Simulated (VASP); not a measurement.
Band structure of PtAs (relaxed from the zinc blende structure, space group F-43m). Level of theory: r2SCAN meta-GGA, VASP's PBE PAW potentials (set 64) (plane waves; VASP).

Unless said otherwise, spin-orbit coupling is left out, though it shifts the bands of the heavy elements here.

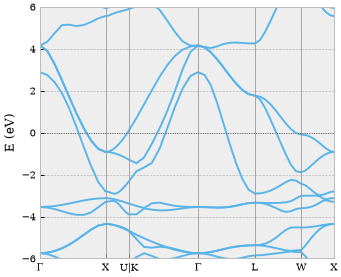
Figure. Bands along high-symmetry lines, zero at the valence-band maximum or, without a gap, the Fermi level

Task: Read the plot: is there a gap, and where are the band edges?

Result: It has no gap at this level: it comes out as a metal or semimetal.

The structure was generated: PtAs was put into the zinc blende type (F-43m), which need not be its known phase. It was relaxed first, which changed the volume by -16 %. The electron count is odd and the run is not spin-polarised, which forces a metal.
